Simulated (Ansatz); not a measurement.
**Geometry relaxation of W₁₆C (part 3 of 3)**

W₁₆C (defect cell, 17 atoms in the cell); DFT PBE, scalar-relativistic, plane waves, PAW, PAW set soft_1, no spin polarisation (Ansatz 0.2.0); cutoff 420 eV, 3×3×3 k-mesh, Gaussian smearing of 0.05 eV. It belongs to a series of runs on one base structure; here: end point A relaxed.

Geometry of the input (Å; fractional positions):
```
6.3200  0.0000  0.0000
0.0000  6.3200  0.0000
0.0000  0.0000  6.3200
W  0.0000  0.0000  0.0000
W  0.5000  0.0000  0.0000
W  0.0000  0.5000  0.0000
W  0.0000  0.0000  0.5000
W  0.2500  0.2500  0.2500
W  0.5000  0.5000  0.0000
W  0.5000  0.0000  0.5000
W  0.7500  0.2500  0.2500
W  0.0000  0.5000  0.5000
W  0.2500  0.7500  0.2500
W  0.2500  0.2500  0.7500
W  0.5000  0.5000  0.5000
W  0.7500  0.7500  0.2500
W  0.7500  0.2500  0.7500
W  0.2500  0.7500  0.7500
W  0.7500  0.7500  0.7500
C  0.8743  0.2383  0.5066
```

**Trajectory as extended XYZ, continued**
```
17
Lattice="6.3200 0.0000 0.0000 0.0000 6.3200 0.0000 0.0000 0.0000 6.3200" Properties=species:S:1:pos:R:3:forces:R:3 step=4 energy=-166421.34377
W     0.0380   -0.0341    0.0003    0.5321  -0.4394   0.0240
W     3.1143   -0.0222    0.0042   -0.5614  -0.4413   0.0124
W     0.0450    3.1966   -0.0025    0.6515   0.5548   0.0455
W     0.0198   -0.1979    3.1526    0.7554   1.2517   0.0789
W     1.5862    1.5744    1.6066    0.3175   0.0615  -0.4585
W     3.1068    3.2028    0.0043   -0.6711   0.4812   0.0130
W     3.2348    0.0678    3.1630   -0.1712  -0.3531   0.0110
W     4.7448    1.6078    1.2999    0.2316  -0.2343   2.0099
W    -0.0236    3.2846    3.1496    0.7859  -1.1598   0.1304
W     1.6328    4.7339    1.5971    0.3314  -0.1005  -0.5261
W     1.5758    1.5745    4.7074    0.3912   0.0536   0.4961
W     3.1966    3.1181    3.1630   -0.2854   0.4464  -0.0135
W     4.7477    4.7425    1.5654   -0.3132  -0.1398  -0.4355
W     4.7316    1.6065    5.0563    0.3379  -0.2058  -2.2999
W     1.6315    4.7333    4.7155    0.3417  -0.0807   0.5334
W     4.7486    4.7391    4.7581   -0.2674  -0.1158   0.3949
C     5.3150    1.4984    3.1811   -2.4065   0.4211  -0.0161
17
Lattice="6.3200 0.0000 0.0000 0.0000 6.3200 0.0000 0.0000 0.0000 6.3200" Properties=species:S:1:pos:R:3:forces:R:3 step=5 energy=-166422.00700
W     0.0621   -0.0385    0.0005    0.5164  -0.4874   0.0279
W     3.1272   -0.0420    0.0034   -0.4721  -0.4385   0.0184
W     0.0705    3.1988   -0.0026    0.5987   0.6376   0.0578
W     0.0174   -0.1339    3.1576    0.8027   1.5289   0.0567
W     1.6107    1.5751    1.5979    0.0978   0.0389  -0.4850
W     3.1183    3.2203    0.0033   -0.5779   0.4031   0.0176
W     3.2503    0.0638    3.1628   -0.0770  -0.4714   0.0038
W     4.7508    1.6058    1.2681    0.4376  -0.3208   1.9477
W    -0.0168    3.2246    3.1545    0.8457  -1.3717   0.0929
W     1.6203    4.7367    1.6116    0.3544  -0.0521  -0.4422
W     1.6033    1.5753    4.7197    0.1861   0.0362   0.5258
W     3.2080    3.1216    3.1626   -0.0082   0.3903   0.0051
W     4.7719    4.7385    1.5762   -0.3948  -0.0852  -0.4574
W     4.7434    1.6041    5.0805    0.5146  -0.3016  -2.3678
W     1.6219    4.7368    4.7041    0.3163  -0.0567   0.4963
W     4.7711    4.7352    4.7510   -0.3532  -0.0395   0.3736
C     5.1153    1.5043    3.1705   -2.7871   0.5900   0.1288
17
Lattice="6.3200 0.0000 0.0000 0.0000 6.3200 0.0000 0.0000 0.0000 6.3200" Properties=species:S:1:pos:R:3:forces:R:3 step=6 energy=-166422.70730
W     0.0860   -0.0556    0.0015    0.2040  -0.1536   0.0195
W     3.1274   -0.0581    0.0029   -0.0348  -0.1858   0.0085
W     0.0935    3.2144   -0.0008    0.2147   0.2357   0.0482
W     0.0366   -0.0478    3.1614    0.2722   0.6911   0.0140
W     1.6294    1.5770    1.5748   -0.1560  -0.0176  -0.1268
W     3.1183    3.2289    0.0027    0.0000   0.1272   0.0084
W     3.2521    0.0468    3.1626   -0.2124  -0.4306   0.0018
W     4.7618    1.5964    1.2633    0.3295  -0.2188   0.9551
W     0.0143    3.1546    3.1595    0.2289  -0.5006   0.0338
W     1.6231    4.7378    1.6110    0.1027  -0.0110  -0.1499
W     1.6260    1.5773    4.7465   -0.1009  -0.0238   0.1626
W     3.2111    3.1347    3.1625    0.2063   0.1407   0.0036
W     4.7813    4.7338    1.5767   -0.1207   0.0096  -0.2651
W     4.7598    1.5954    5.0731    0.3456  -0.2144  -1.2778
W     1.6248    4.7383    4.7092    0.0694  -0.0178   0.1818
W     4.7803    4.7320    4.7508   -0.0931   0.0404   0.2116
C     4.9198    1.5204    3.1642   -1.2555   0.5295   0.1706
17
Lattice="6.3200 0.0000 0.0000 0.0000 6.3200 0.0000 0.0000 0.0000 6.3200" Properties=species:S:1:pos:R:3:forces:R:3 step=7 energy=-166422.88512
W     0.1105   -0.0646    0.0031   -0.0419  -0.0198  -0.0172
W     3.1432   -0.0695    0.0024    0.0588   0.0753  -0.0123
W     0.1081    3.2180    0.0039   -0.0060   0.0188  -0.0196
W     0.0304    0.0125    3.1621    0.0637  -0.0544   0.0170
W     1.6260    1.5776    1.5672    0.0111  -0.0418   0.0294
W     3.1467    3.2195    0.0030   -0.0154  -0.0186  -0.0094
W     3.2181    0.0103    3.1617    0.0046  -0.0206   0.0220
W     4.7860    1.5760    1.2761   -0.0176  -0.0180  -0.2001
W     0.0270    3.1398    3.1624    0.0700   0.0296   0.0085
W     1.6266    4.7331    1.6078    0.0054   0.0532   0.0312
W     1.6266    1.5778    4.7611    0.0007  -0.0468  -0.0724
W     3.2166    3.1403    3.1622    0.0511   0.0155   0.0106
W     4.7901    4.7372    1.5711   -0.0673  -0.0225  -0.0678
W     4.7869    1.5782    5.0451   -0.0254  -0.0499   0.1999
W     1.6262    4.7328    4.7193    0.0127   0.0580  -0.0501
W     4.7905    4.7381    4.7540   -0.0733  -0.0312   0.0696
C     4.7861    1.5692    3.1597   -0.0311   0.0734   0.0608
17
Lattice="6.3200 0.0000 0.0000 0.0000 6.3200 0.0000 0.0000 0.0000 6.3200" Properties=species:S:1:pos:R:3:forces:R:3 step=8 energy=-166422.88770
W     0.1086   -0.0671    0.0022    0.0062  -0.0021   0.0076
W     3.1431   -0.0657    0.0023    0.0020  -0.0213   0.0081
W     0.1087    3.2183    0.0021    0.0097   0.0057   0.0035
W     0.0302    0.0093    3.1625    0.0175   0.0107  -0.0032
W     1.6264    1.5752    1.5684   -0.0052   0.0089  -0.0138
W     3.1420    3.2172    0.0023    0.0196   0.0155   0.0037
W     3.2218    0.0105    3.1624   -0.0144  -0.0028  -0.0032
W     4.7872    1.5764    1.2753   -0.0110  -0.0068  -0.0093
W     0.0320    3.1414    3.1624   -0.0091  -0.0060   0.0002
W     1.6267    4.7363    1.6082   -0.0119  -0.0121  -0.0034
W     1.6262    1.5752    4.7553   -0.0034   0.0109   0.0286
W     3.2215    3.1413    3.1624   -0.0044  -0.0061  -0.0007
W     4.7855    4.7356    1.5668    0.0111  -0.0009   0.0159
W     4.7867    1.5753    5.0513   -0.0045   0.0106  -0.0066
W     1.6269    4.7365    4.7165   -0.0154  -0.0166   0.0018
W     4.7854    4.7350    4.7580    0.0125   0.0067  -0.0171
C     4.7868    1.5755    3.1635    0.0006   0.0057  -0.0120
17
Lattice="6.3200 0.0000 0.0000 0.0000 6.3200 0.0000 0.0000 0.0000 6.3200" Properties=species:S:1:pos:R:3:forces:R:3 step=9 energy=-166422.88770
W     0.1086   -0.0671    0.0022    0.0062  -0.0021   0.0076
W     3.1431   -0.0657    0.0023    0.0020  -0.0213   0.0081
W     0.1087    3.2183    0.0021    0.0097   0.0057   0.0035
W     0.0302    0.0093    3.1625    0.0175   0.0107  -0.0032
W     1.6264    1.5752    1.5684   -0.0052   0.0089  -0.0138
W     3.1420    3.2172    0.0023    0.0196   0.0155   0.0037
W     3.2218    0.0105    3.1624   -0.0144  -0.0027  -0.0032
W     4.7872    1.5764    1.2753   -0.0110  -0.0068  -0.0093
W     0.0320    3.1414    3.1624   -0.0091  -0.0060   0.0002
W     1.6267    4.7363    1.6082   -0.0119  -0.0121  -0.0034
W     1.6262    1.5752    4.7553   -0.0034   0.0109   0.0286
W     3.2215    3.1413    3.1624   -0.0044  -0.0061  -0.0007
W     4.7855    4.7356    1.5668    0.0111  -0.0009   0.0159
W     4.7867    1.5753    5.0513   -0.0045   0.0106  -0.0066
W     1.6269    4.7365    4.7165   -0.0154  -0.0166   0.0018
W     4.7854    4.7350    4.7580    0.0125   0.0067  -0.0171
C     4.7868    1.5755    3.1635    0.0006   0.0057  -0.0120
```

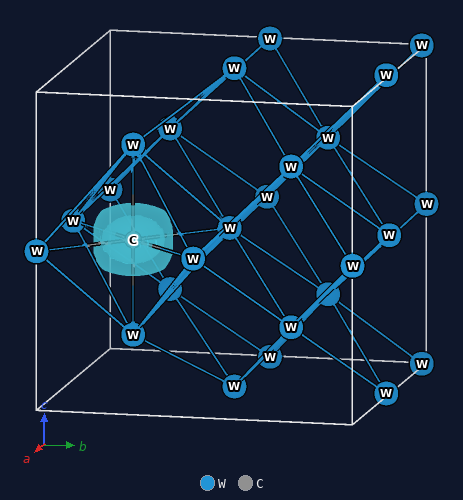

Figure 1. Isosurface of the electron localisation function at 0.7 (cyan), seen slightly off an axis. Only the valence region is drawn (cores and ρ < 0.01 e/Å³ removed). Sticks mark near contacts. The outline is the calculation cell. Values along the shortest contacts: W–C (1.89 Å): the ELF is about 0.40 at the midpoint. W–W (2.54 Å): the ELF is about 0.25 at the midpoint (no localised pair between them). The fields are those of the smooth PAW valence density.

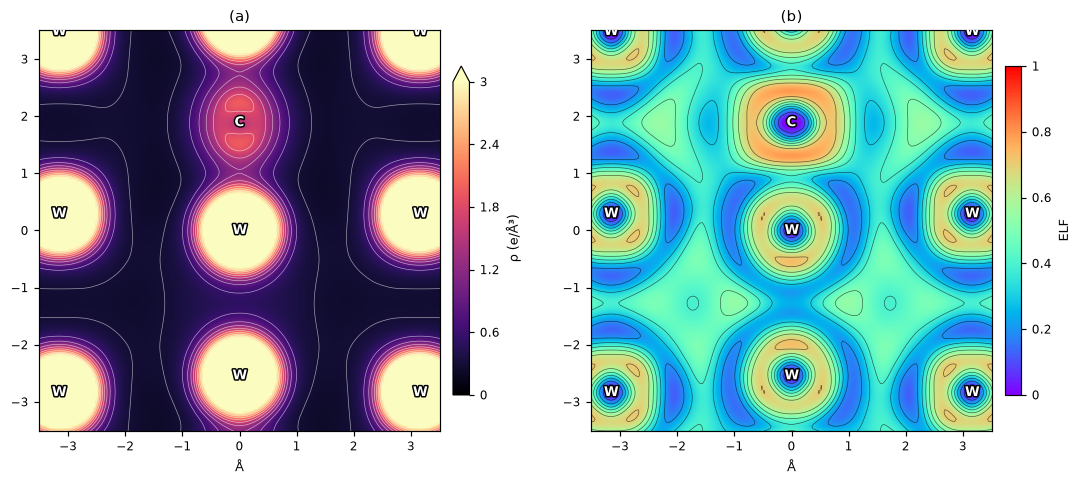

Figure 2. (a) valence charge density (pseudo); (b) electron localisation function on the (100) plane of the calculation cell. The section cuts through W and C sites. W–C (1.89 Å): ρ is about 1.3 e/Å³ halfway; the ELF is about 0.40 at the midpoint. W–W (2.54 Å): the density is about 0.51 e/Å³ at the midpoint; the ELF is about 0.25 at the midpoint (no shared electron pair). Away from the nuclei the density in this plane falls to 0.24 e/Å³ at its lowest. 5. The strong features right at W lie inside the PAW spheres (semicore, d or f shells) and say nothing about bonding.

**Key numbers**

| quantity | value |
| --- | --- |
| outcome | converged |
| electrons treated | 228 |
| free energy | −166422.8877 eV |
| Fermi energy | 22.987 eV |
| final volume | 252.44 Å³ |
| largest force (length of the vector) at the end | 0.031 eV/Å |
| hardware | 4 threads of INTEL XEON PLATINUM @ 2.10GHz (Emerald Rapids), 24 GiB of memory available, shared host |
| wall time | 65 s (CPU time 4.2 min) |
| peak memory | 1.4 GiB |

**Remarks**

Spin–orbit coupling is left out, which matters for W.
